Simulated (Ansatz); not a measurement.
# BCl₄, charge −1: a pair, distance and slip

A grid of calculations on BCl4, charge −1, to see where the energy is lowest and how it rises around there.

Computed with Ansatz 0.2.0. Level: RKS PBE0-D4/def2-SVPD.

## Step 1: The system as given

5 atoms, charge -1, spin multiplicity 1.

Atoms are counted from 1 here; the program's logs count them from 0.

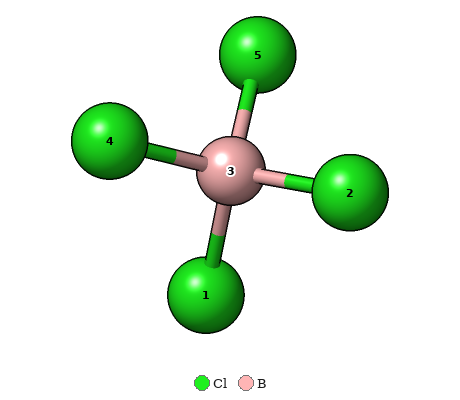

As it starts; chlorine green, boron pink; atoms are numbered from 1 in the order of the file.

Coordinates:

```
Cl    0.7402   -0.4819   -1.6594
Cl    1.0080   -0.7742    1.3829
B    -0.0007   -0.0008    0.0012
Cl   -1.7745   -0.6144    0.0968
Cl    0.0272    1.8712    0.1786
```

This geometry comes from a loose relaxation at PBE in a small basis, which is not shown.

## Step 2: The minimum at this level

The input, input.yaml:

```yaml
crystal:
  periodic: [false, false, false]
  atoms:
    - { symbol: Cl, position_ang: [0.740166, -0.48191, -1.659384] }
    - { symbol: Cl, position_ang: [1.007968, -0.774186, 1.382913] }
    - { symbol: B, position_ang: [-0.000746, -0.000762, 0.001166] }
    - { symbol: Cl, position_ang: [-1.774509, -0.614359, 0.096784] }
    - { symbol: Cl, position_ang: [0.027221, 1.871217, 0.17862] }
total_charge: -1
basis:
  gaussian: { orbitals: def2-SVPD }
hamiltonian:
  xc: pbe0
  dispersion: d4
output:
  forces: true
relax:
  f_tol: 0.003
  max_steps: 120
```

On the command line:

```
ansatz run input.yaml --threads 1 --pin off --max-ram 2560MiB --backend cpu --events-out ev --progress --plain --runs-dir out
```

The log of the run, cut to the lines that bear on the results:

```text
Warning: RAYON_NUM_THREADS=1 ignored (pool sized by the plan → 1); use --threads N
[...]
Functional definition: PBE0
[...]
1293 factors; integrals over basis functions are off by at most 1.6e-4 eV
[...]
mean field -50741.44680482 eV, -1864.7137762893 hartree, gradient 5.6e-5 eV, S^2 0.000000; 0 other end points of the search recorded, 0 dependent functions left out
[...]
reference -50741.44683512 eV, -1864.7137774027 hartree; 37, 37 occupied and 91, 91 virtual orbitals, 1293 factors
relax step   1: F+E_penalty+E_count = -50741.65472582 eV  Δ(F+E_penalty+E_count) = +0.000e0 eV  max|allowed force component| = 2.741e-1 eV/Å  Δτ_max = 0.0000 Å  (23 SCF iters, accepted)
[...]
relax step   3: F+E_penalty+E_count = -50741.66175860 eV  Δ(F+E_penalty+E_count) = -1.079e-3 eV  max|allowed force component| = 1.268e-2 eV/Å  Δτ_max = 0.0064 Å  (28 SCF iters, accepted)
[...]
relax step   4: F+E_penalty+E_count = -50741.66178478 eV  Δ(F+E_penalty+E_count) = -2.618e-5 eV  max|allowed force component| = 1.036e-4 eV/Å  Δτ_max = 0.0013 Å  (23 SCF iters, accepted)
1293 factors; integrals over basis functions are off by at most 1.6e-4 eV
mean field -50741.45289936 eV, -1864.7140002595 hartree, gradient 1.2e-5 eV, S^2 0.000000; 1 other end points of the search recorded, 0 dependent functions left out
[...]
reference -50741.45292951 eV, -1864.7140013675 hartree; 37, 37 occupied and 91, 91 virtual orbitals, 1293 factors
Total energy: -50741.66181493 eV, -1864.7216777652 hartree
Atom 0 at     0.734624    -0.478405    -1.647869 Å, force    -0.000058    -0.000042    -0.000084 eV/Å
Atom 1 at     1.000986    -0.769994     1.374511 Å, force    -0.000035    -0.000067     0.000103 eV/Å
Atom 2 at     0.000008    -0.000002     0.000022 Å, force     0.000094     0.000029    -0.000034 eV/Å
Atom 3 at    -1.761584    -0.609576     0.096459 Å, force     0.000103     0.000058     0.000001 eV/Å
Atom 4 at     0.026066     1.857977     0.176976 Å, force    -0.000104     0.000022     0.000014 eV/Å
Dipole moment:    -0.000003    -0.000002     0.000003 e Å
```

It took 36 s on 1 thread of Arm Neoverse V1, shared host; peak memory 0.33 GiB.

Step by step:

```
step  energy from step 1 (eV)  largest force component (eV/Å)
   1                   0.0000                          0.2741
   2                  -0.0060                          0.1131
   3                  -0.0070                          0.0127
   4                  -0.0071                          0.0001
```

Distances of close pairs at the start and the end, largest changes first:

```
  bond  before (Å)  after (Å)  change (Å)
Cl1–B3       1.881      1.867      -0.014
B3–Cl5       1.881      1.867      -0.014
B3–Cl4       1.879      1.867      -0.013
Cl2–B3       1.877      1.867      -0.011
```

## Step 3: The part BCl3 alone, at the geometry typed

The input, input.yaml:

```yaml
crystal:
  periodic: [false, false, false]
  atoms:
    - { symbol: Cl, position_ang: [1.000986, -0.769994, 1.374511] }
    - { symbol: B, position_ang: [8.0e-06, -2.0e-06, 2.2e-05] }
    - { symbol: Cl, position_ang: [-1.761584, -0.609576, 0.096459] }
    - { symbol: Cl, position_ang: [0.026066, 1.857977, 0.176976] }
basis:
  gaussian: { orbitals: def2-SVPD }
hamiltonian:
  xc: pbe0
  dispersion: d4
output:
  forces: true
```

On the command line:

```
ansatz run input.yaml --threads 1 --pin off --max-ram 2560MiB --backend cpu --events-out ev --progress --plain --runs-dir out
```

The log of the run, cut to the lines that bear on the results:

```text
Warning: RAYON_NUM_THREADS=1 ignored (pool sized by the plan → 1); use --threads N
[...]
Functional definition: PBE0
[...]
934 factors; integrals over basis functions are off by at most 1.1e-3 eV
[...]
mean field -38221.00867107 eV, -1404.5961615316 hartree, gradient 6.8e-5 eV, S^2 0.000000; 0 other end points of the search recorded, 0 dependent functions left out
[...]
reference -38221.00870539 eV, -1404.5961627929 hartree; 28, 28 occupied and 73, 73 virtual orbitals, 934 factors
Total energy: -38221.12294765 eV, -1404.6003611185 hartree
Atom 0 at     1.000986    -0.769994     1.374511 Å, force    -0.277749     0.276065    -2.297024 eV/Å
Atom 1 at     0.000008    -0.000002     0.000022 Å, force    -2.181684     1.420907     4.894191 eV/Å
Atom 2 at    -1.761584    -0.609576     0.096459 Å, force     1.950810     0.146786    -1.266086 eV/Å
Atom 3 at     0.026066     1.857977     0.176976 Å, force     0.508623    -1.843758    -1.331081 eV/Å
Dipole moment:     0.071464    -0.046544    -0.160315 e Å
```

Wall time 3.4 s (1 thread of Arm Neoverse V1, shared host); peak memory 0.19 GiB.

## Step 4: Reference: Cl− by itself, as typed

The input, input.yaml:

```yaml
crystal:
  periodic: [false, false, false]
  atoms:
    - { symbol: Cl, position_ang: [0.734624, -0.478405, -1.647869] }
total_charge: -1
basis:
  gaussian: { orbitals: def2-SVPD }
hamiltonian:
  xc: pbe0
```

On the command line:

```
ansatz run input.yaml --threads 1 --pin off --max-ram 2560MiB --backend cpu --events-out ev --progress --plain --runs-dir out
```

The log of the run:

```text
Warning: RAYON_NUM_THREADS=1 ignored (pool sized by the plan → 1); use --threads N
Engine: ansatz 0.2.0, aarch64-unknown-linux-gnu
Functional definition: PBE0
  parameter a = 0.25
  parameter kappa = 0.804
  parameter beta = 0.06672455060314922
  exchange = (1 - a)*pbe_x(kappa = kappa, mu = beta*pi^2/3) + a*exact_x
  correlation = pbe_c(beta = beta)
241 factors; their error is unknown
mean field evaluation 1: about -12514.4560 eV, gradient 2.8e1 eV
mean field evaluation 2: about -12514.5156 eV, gradient 2.9e1 eV
mean field evaluation 4: about -12516.6743 eV, gradient 1.3e-1 eV
mean field evaluation 8: about -12516.7547 eV, gradient 1.6e-4 eV
mean field -12516.75470856 eV, -459.9822513785 hartree, gradient 1.4e-6 eV, S^2 0.000000; 0 other end points of the search recorded, 0 dependent functions left out
reference -12516.75472559 eV, -459.9822520042 hartree; 9, 9 occupied and 18, 18 virtual orbitals, 241 factors
Total energy: -12516.75472559 eV, -459.9822520042 hartree
```

Run time: 0.17 s. Hardware: 1 thread of Arm Neoverse V1, shared host; peak memory 0.062 GiB.

## Step 5: Setting up the map

The axes are (1) separation of B3 and Cl1 along their line in the relaxed pair: 9 values from 1.568 to 4.168 Å; (2) sideways slip of Cl1: 9 values from −1.500 Å.

Nothing else is relaxed (both partners rigid). Energies count from the ion and the molecule far apart, frozen as in the relaxed pair, each in its own basis (no counterpoise correction). Points are written as (first, second).

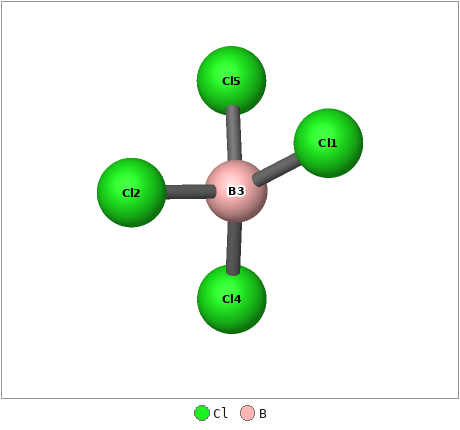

The geometry at (1.709 Å, −0.750 Å).

Of the runs on the grid, 3 are shown in the steps below; the others differ only in the two coordinates.

## Step 6: The run at (1.709 Å, −0.750 Å)

The input, input.yaml:

```yaml
crystal:
  periodic: [false, false, false]
  atoms:
    - { symbol: Cl, position_ang: [1.290402, -0.044494, -1.3476] }
    - { symbol: Cl, position_ang: [1.000986, -0.769994, 1.374511] }
    - { symbol: B, position_ang: [8.0e-06, -2.0e-06, 2.2e-05] }
    - { symbol: Cl, position_ang: [-1.761584, -0.609576, 0.096459] }
    - { symbol: Cl, position_ang: [0.026066, 1.857977, 0.176976] }
total_charge: -1
basis:
  gaussian: { orbitals: def2-SVPD }
hamiltonian:
  xc: pbe0
  dispersion: d4
output:
  forces: true
```

On the command line:

```
ansatz run input.yaml --threads 1 --pin off --max-ram 2560MiB --backend cpu --events-out ev --progress --plain --runs-dir out
```

The log of the run, cut to the lines that bear on the results:

```text
Warning: RAYON_NUM_THREADS=1 ignored (pool sized by the plan → 1); use --threads N
[...]
Functional definition: PBE0
[...]
1179 factors; integrals over basis functions are off by at most 1.1e-3 eV
[...]
mean field -50740.72930485 eV, -1864.6874086515 hartree, gradient 6.0e-5 eV, S^2 0.000000; 0 other end points of the search recorded, 0 dependent functions left out
[...]
reference -50740.72933435 eV, -1864.6874097359 hartree; 37, 37 occupied and 91, 91 virtual orbitals, 1179 factors
Total energy: -50740.93850255 eV, -1864.6950965252 hartree
Atom 0 at     1.290402    -0.044494    -1.347600 Å, force    -0.414991    -1.287250    -1.671689 eV/Å
Atom 1 at     1.000986    -0.769994     1.374511 Å, force    -0.379976    -0.357555     0.814554 eV/Å
Atom 2 at     0.000008    -0.000002     0.000022 Å, force     1.121544     0.931413     0.760690 eV/Å
Atom 3 at    -1.761584    -0.609576     0.096459 Å, force     0.611279    -0.109798    -0.710007 eV/Å
Atom 4 at     0.026066     1.857977     0.176976 Å, force    -0.937856     0.823189     0.806452 eV/Å
Dipole moment:    -0.068052    -0.043638    -0.016859 e Å
```

Wall time 7 s (1 thread of Arm Neoverse V1, shared host); peak memory 0.3 GiB.

That is −295 kJ/mol from the zero.

## Step 7: Grid point (1.568 Å, −1.500 Å)

input.yaml: that of step 6 with these lines changed.

```diff
@@ -3,3 +3,3 @@
   atoms:
-    - { symbol: Cl, position_ang: [1.290402, -0.044494, -1.3476] }
+    - { symbol: Cl, position_ang: [1.852699, 0.38517, -1.061958] }
     - { symbol: Cl, position_ang: [1.000986, -0.769994, 1.374511] }
```

On the command line:

```
ansatz run input.yaml --threads 1 --pin off --max-ram 2560MiB --backend cpu --events-out ev --progress --plain --runs-dir out
```

The log of the run, cut to the lines that bear on the results:

```text
Warning: RAYON_NUM_THREADS=1 ignored (pool sized by the plan → 1); use --threads N
[...]
Functional definition: PBE0
[...]
1179 factors; integrals over basis functions are off by at most 1.1e-3 eV
[...]
mean field -50739.23555760 eV, -1864.6325144528 hartree, gradient 8.5e-5 eV, S^2 0.000000; 0 other end points of the search recorded, 0 dependent functions left out
[...]
reference -50739.23558768 eV, -1864.6325155581 hartree; 37, 37 occupied and 91, 91 virtual orbitals, 1179 factors
Total energy: -50739.43941840 eV, -1864.6400061990 hartree
Atom 0 at     1.852699     0.385170    -1.061958 Å, force    -0.273698    -1.793036    -1.882442 eV/Å
Atom 1 at     1.000986    -0.769994     1.374511 Å, force    -0.867339    -0.619253     0.481841 eV/Å
Atom 2 at     0.000008    -0.000002     0.000022 Å, force     2.110277     1.828987     1.561852 eV/Å
Atom 3 at    -1.761584    -0.609576     0.096459 Å, force     1.007749    -0.112733    -1.037864 eV/Å
Atom 4 at     0.026066     1.857977     0.176976 Å, force    -1.976989     0.696035     0.876614 eV/Å
Dipole moment:    -0.347449    -0.097130     0.157507 e Å
```

Run time: 6.5 s. Hardware: 1 thread of Arm Neoverse V1, shared host; peak memory 0.3 GiB.

On the map this point reads −151 kJ/mol.

## Step 8: Grid point (1.941 Å, 0.000 Å)

input.yaml: that of step 7 with these lines changed.

```diff
@@ -3,3 +3,3 @@
   atoms:
-    - { symbol: Cl, position_ang: [1.852699, 0.38517, -1.061958] }
+    - { symbol: Cl, position_ang: [0.763919, -0.497482, -1.713581] }
     - { symbol: Cl, position_ang: [1.000986, -0.769994, 1.374511] }
```

On the command line:

```
ansatz run input.yaml --threads 1 --pin off --max-ram 2560MiB --backend cpu --events-out ev --progress --plain --runs-dir out
```

The log of the run, cut to the lines that bear on the results:

```text
Warning: RAYON_NUM_THREADS=1 ignored (pool sized by the plan → 1); use --threads N
[...]
Functional definition: PBE0
[...]
1179 factors; integrals over basis functions are off by at most 1.0e-3 eV
[...]
mean field -50741.41837158 eV, -1864.7127313868 hartree, gradient 2.5e-5 eV, S^2 0.000000; 0 other end points of the search recorded, 0 dependent functions left out
[...]
reference -50741.41840147 eV, -1864.7127324854 hartree; 37, 37 occupied and 91, 91 virtual orbitals, 1179 factors
Total energy: -50741.62587198 eV, -1864.7203568860 hartree
Atom 0 at     0.763919    -0.497482    -1.713581 Å, force    -0.357606     0.232814     0.802020 eV/Å
Atom 1 at     1.000986    -0.769994     1.374511 Å, force    -0.027007     0.025135    -0.173382 eV/Å
Atom 2 at     0.000008    -0.000002     0.000022 Å, force     0.196990    -0.128190    -0.441738 eV/Å
Atom 3 at    -1.761584    -0.609576     0.096459 Å, force     0.151686     0.014891    -0.090852 eV/Å
Atom 4 at     0.026066     1.857977     0.176976 Å, force     0.035938    -0.144649    -0.096049 eV/Å
Dipole moment:    -0.028628     0.018640     0.064216 e Å
```

It took 6.5 s on 1 thread of Arm Neoverse V1, shared host; peak memory 0.3 GiB.

That is −362 kJ/mol from the zero.

## Step 9: The map

81 points were computed. Energies in kJ/mol, from the ion and the molecule far apart, frozen as in the relaxed pair, each in its own basis (no counterpoise correction):

```
sideways slip of Cl1 (Å) ↓, separation of B3 and Cl1 along their line in the relaxed pair (Å) →  1.568  1.709  1.941  2.227  2.553  2.914  3.306  3.725  4.168
                                                                                          1.500     44    −42   −115   −138   −129   −107    −83    −63    −49
                                                                                          1.125    −97   −161   −203   −198   −168   −131    −98    −72    −54
                                                                                          0.750   −213   −268   −287   −256   −205   −154   −111    −80    −58
                                                                                          0.375   −257   −327   −343   −298   −231   −169   −120    −85    −61
                                                                                          0.000   −258   −342   −362   −312   −240   −175   −123    −87    −62
                                                                                         −0.375   −262   −331   −345   −298   −231   −169   −120    −85    −61
                                                                                         −0.750   −254   −295   −300   −262   −207   −154   −112    −80    −58
                                                                                         −1.125   −210   −235   −239   −214   −174   −133    −99    −73    −54
                                                                                         −1.500   −151   −170   −178   −165   −139   −110    −85    −64    −49
```

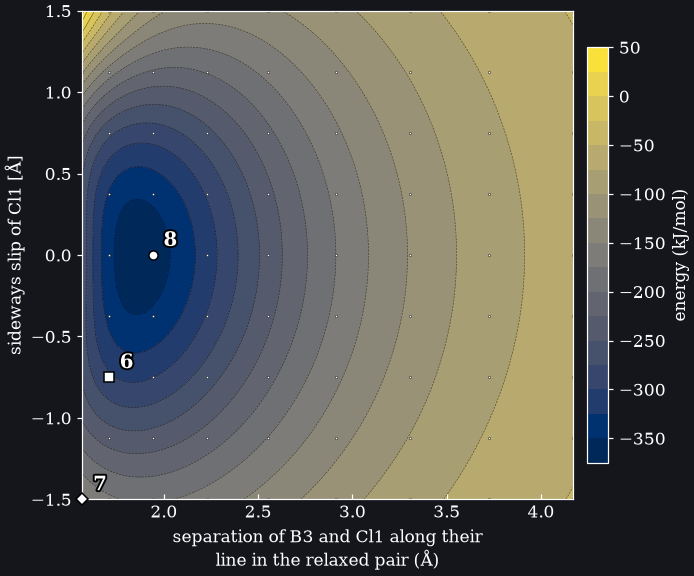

The map; numbers mark the steps of this session that print a point's run. The picture shows filled contours, dots at the grid points.

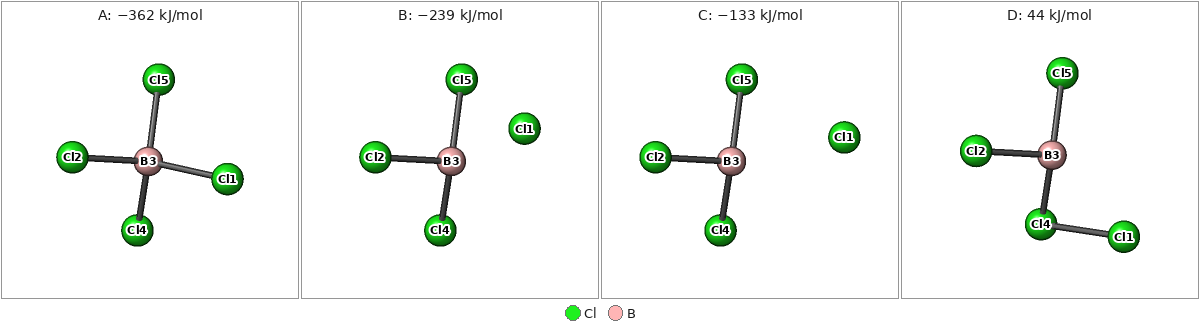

Structures on the grid, at one scale: A at (1.941 Å, 0.000 Å); B at (1.941 Å, −1.125 Å); C at (2.914 Å, −1.125 Å); D at (1.568 Å, 1.500 Å).

On the same grid, largest force on an atom (eV/Å):

| sideways slip of Cl1 (Å) ↓, separation of B3 and Cl1 along their line in the relaxed pair (Å) → | 1.568 | 1.709 | 1.941 | 2.227 | 2.553 | 2.914 | 3.306 | 3.725 | 4.168 |
| --- | --- | --- | --- | --- | --- | --- | --- | --- | --- |
| 1.500 | 9.2 | 6.2 | 2.9 | 2.7 | 2.9 | 3.3 | 3.7 | 4.1 | 4.3 |
| 1.125 | 7.4 | 5.0 | 2.6 | 2.0 | 2.2 | 2.8 | 3.4 | 3.9 | 4.2 |
| 0.750 | 6.3 | 3.4 | 2.1 | 2.1 | 1.9 | 2.3 | 3.1 | 3.7 | 4.1 |
| 0.375 | 8.0 | 3.1 | 1.3 | 2.2 | 2.1 | 1.9 | 2.8 | 3.6 | 4.0 |
| 0.000 | 9.6 | 3.5 | 0.9 | 2.3 | 2.1 | 1.7 | 2.8 | 3.5 | 4.0 |
| −0.375 | 7.8 | 2.9 | 1.3 | 2.2 | 2.1 | 1.9 | 2.8 | 3.6 | 4.0 |
| −0.750 | 4.7 | 2.2 | 1.8 | 2.1 | 1.9 | 2.3 | 3.1 | 3.7 | 4.1 |
| −1.125 | 3.2 | 2.5 | 2.3 | 2.0 | 2.2 | 2.8 | 3.4 | 3.9 | 4.2 |
| −1.500 | 3.2 | 3.0 | 2.8 | 2.7 | 2.9 | 3.3 | 3.7 | 4.0 | 4.3 |

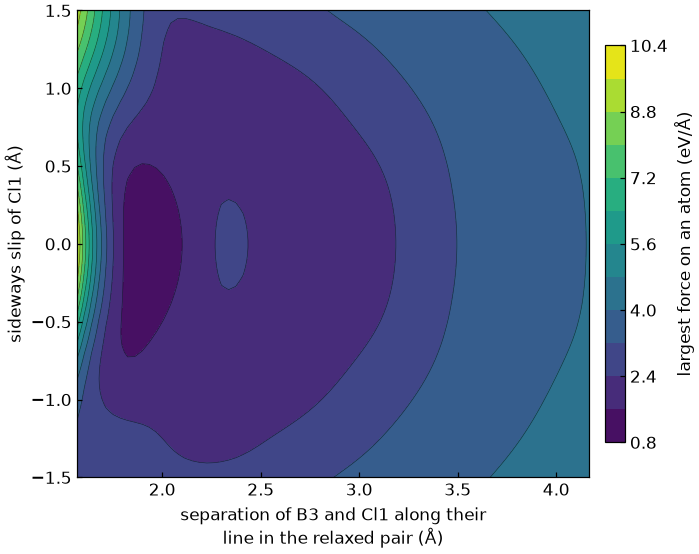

The largest force on an atom over the grid. Drawn: filled contours. Between grid points the surface is interpolated.

## Step 10: Summary of results

| quantity | value |
| --- | --- |
| lowest point | (1.941 Å, 0.000 Å), −362 kJ/mol |
| highest computed point | (1.568 Å, 1.500 Å), 406 kJ/mol above the lowest |
| largest force on an atom (eV/Å) | 0.9 at (1.941 Å, 0.000 Å) to 9.6 at (1.568 Å, 0.000 Å); 0.9 at the lowest point |
| time for the whole task | 10 min on 1 thread, shared host |

The lowest computed point is at (1.941 Å, 0.000 Å), −362 kJ/mol from the ion and the molecule far apart, frozen as in the relaxed pair, each in its own basis (no counterpoise correction). The grid shows no other well, apart from its symmetry copies. The highest computed point, (1.568 Å, 1.500 Å), lies 406 kJ/mol above the lowest. Round the minimum the two coordinates are nearly uncoupled. No counterpoise correction was made, so wells between separate parts tend to come out somewhat too deep.
